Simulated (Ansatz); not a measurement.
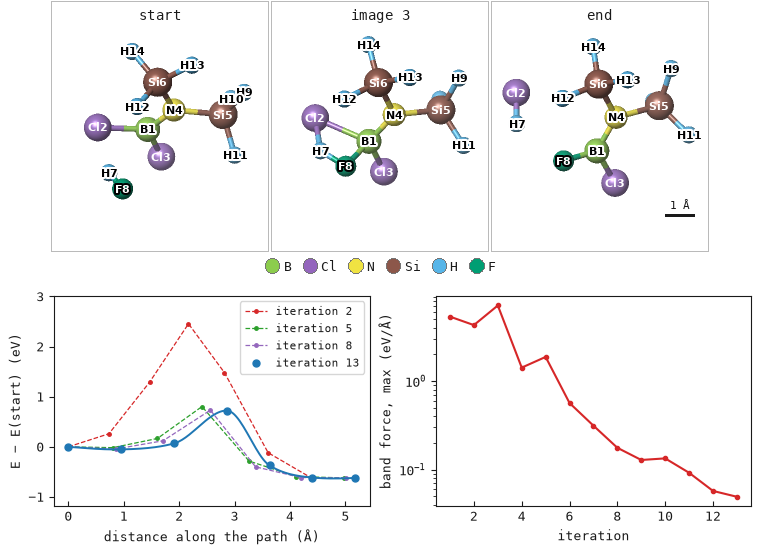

NEB run on BSi2NH7Cl2F, made up of BSi$_{2}$NH$_{6}$Cl$_{2}$ and HF. Images are numbered from 0 (start) to 6 (end). The plot follows the band through its iterations. The picture is a ball-and-stick view, seen from a free direction.

All numbers below come from RKS PBE0-D4/def2-SVP in Ansatz 0.2.0.

Input
```yaml
crystal:
  periodic: [false, false, false]
  atoms:
    - {symbol: B, position_ang: [0.480511, -0.485466, -1.211188]}
    - {symbol: Cl, position_ang: [2.265882, -0.455334, -1.236765]}
    - {symbol: Cl, position_ang: [-0.324236, -0.636468, -2.765838]}
    - {symbol: N, position_ang: [-0.219204, -0.394196, -0.008073]}
    - {symbol: Si, position_ang: [-1.989172, -0.369949, -0.062047]}
    - {symbol: Si, position_ang: [0.669783, -0.285981, 1.518210]}
    - {symbol: H, position_ang: [2.119947, 1.835676, -1.011475]}
    - {symbol: F, position_ang: [1.724068, 2.665115, -0.889607]}
    - {symbol: H, position_ang: [-2.455327, -0.221535, 1.336006]}
    - {symbol: H, position_ang: [-2.495996, -1.643636, -0.624351]}
    - {symbol: H, position_ang: [-2.457917, 0.774933, -0.875068]}
    - {symbol: H, position_ang: [1.515080, 0.929050, 1.536113]}
    - {symbol: H, position_ang: [-0.340634, -0.216541, 2.598286]}
    - {symbol: H, position_ang: [1.507216, -1.495671, 1.695997]}
basis:
  gaussian: {orbitals: def2-SVP}
hamiltonian: {xc: pbe0, dispersion: d4}
neb:
  images: 5
  climbing: true
  max_iterations: 40
  initial_path: idpp
  final_atoms:
    - {symbol: B, position_ang: [0.048862, 0.962156, -1.101325]}
    - {symbol: Cl, position_ang: [3.056385, -1.055277, -1.104187]}
    - {symbol: Cl, position_ang: [-0.885319, 1.002984, -2.601667]}
    - {symbol: N, position_ang: [-0.384067, 0.236715, 0.014730]}
    - {symbol: Si, position_ang: [-1.881617, -0.687760, -0.065975]}
    - {symbol: Si, position_ang: [0.519157, 0.149627, 1.524896]}
    - {symbol: H, position_ang: [2.935756, 0.210909, -1.263216]}
    - {symbol: F, position_ang: [1.184692, 1.664060, -1.103535]}
    - {symbol: H, position_ang: [-2.010614, -1.327414, 1.269494]}
    - {symbol: H, position_ang: [-1.805973, -1.733135, -1.111974]}
    - {symbol: H, position_ang: [-3.041864, 0.202285, -0.302046]}
    - {symbol: H, position_ang: [1.737495, 0.980901, 1.417483]}
    - {symbol: H, position_ang: [-0.344511, 0.656410, 2.621214]}
    - {symbol: H, position_ang: [0.871619, -1.262457, 1.806310]}
```

Command:
```bash
ansatz run in.yaml --threads 4 --pin off --events-out ev --progress --plain --max-ram 46080MiB --backend cpu
```

> Did the band converge, and can the barrier be trusted?

The run is converged, with reservations. The band converged in 13 iterations. The largest component of the band force went from 5.3 to 0.049 eV/Å. The climbing image converged on the top of the path. Its curvatures weren't checked. The largest force component is 0.27 eV/Å at the start and 0.24 eV/Å at the end; an end with forces this large is no minimum, and the barrier measured from it can be far off. The first iteration put the highest image at 4.27 eV. Relative to the start the highest point is image 3 at +0.72 eV and the end lies at −0.62 eV, but the profile dips to −0.05 eV at image 1 on the way, so an end point isn't at the bottom of its valley along this path.

Limits of the set-up: the start holds two separate molecules, 2.3 Å apart at their closest, whose relative position is a soft coordinate.

The run took about 15 core-minutes on a shared host.
